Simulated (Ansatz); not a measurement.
Start from ZnSiP$_{2}$ in the chalcopyrite structure (space group I-42d, No. 122; a = 5.419 Å, c = 10.539 Å). Axes: x, y, z lie along a, b, c of the conventional cell.

The change: biaxial strain −2.41 %, plane normal [001], relaxed out of plane (Cartesian); in-plane vectors clamped, the third vector and the atoms free.

The values are results of Kohn–Sham DFT with the PBE functional, run in Ansatz (a first-principles code) with PAW and 420 eV plane waves, without spin-orbit coupling, not measurements.

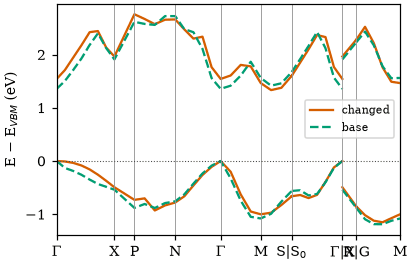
Figure. Highest valence and lowest conduction band along the path, each from its own valence-band maximum

The gap is 1.33 eV, indirect, Γ → M–S (33 % along); the base has 1.36 eV.

No phonon test of stability was made.
